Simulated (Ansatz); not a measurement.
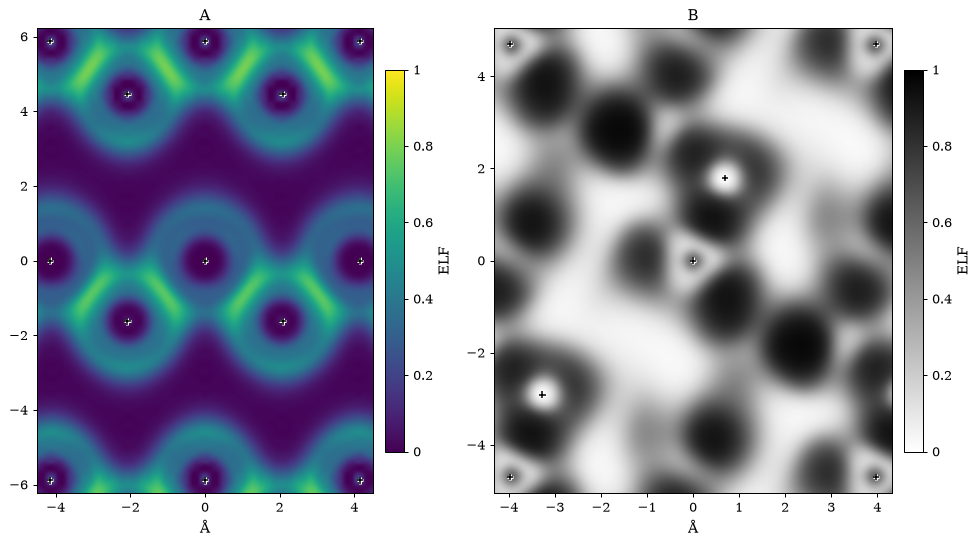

The electron localisation function of 2 systems, each on a plane through atoms (crosses mark nuclei in the plane).

Computed with DFT r2SCAN, scalar-relativistic, plane waves, PAW (Ansatz).

System 1: SnGe7, the (010) plane of the conventional cell. Space group P-4m2; a generated structure, not necessarily the stable one; computed pressure about −3 GPa in this cell.

System 2: Si4C, the (101̄) plane of the conventional cell. Space group I4₁/a; a generated structure, not necessarily the stable one.

```
Si C
1.0
     7.94192    0.00000    0.00000
     0.00000   -7.94192    0.00000
     0.00000    0.00000   -5.05055
Si C
16 4
Direct
  0.31668 0.91167 0.54001
  0.81668 0.41167 0.04001
  0.41167 0.18332 0.95999
  0.91167 0.68332 0.45999
  0.31668 0.41167 0.70999
  0.81668 0.91167 0.20999
  0.18332 0.58833 0.04001
  0.68332 0.08833 0.54001
  0.08833 0.81668 0.79001
  0.58833 0.31668 0.29001
  0.58833 0.81668 0.95999
  0.08833 0.31668 0.45999
  0.68332 0.58833 0.70999
  0.18332 0.08833 0.20999
  0.41167 0.68332 0.29001
  0.91167 0.18332 0.79001
  0.00000 0.50000 0.25000
  0.50000 0.00000 0.75000
  0.50000 0.50000 0.50000
  0.00000 0.00000 0.00000
```

Match each panel to its system.

Answer. Panel A is system 1, SnGe7: the plane holds Sn and Ge. Ge–Ge (2.52 Å): the ELF peaks at about 0.80 between the atoms. Panel B is system 2, Si4C: the plane holds Si and C. Si–C (1.93 Å): the ELF peaks at about 0.90 between the atoms, as expected for localised, covalent bonding.
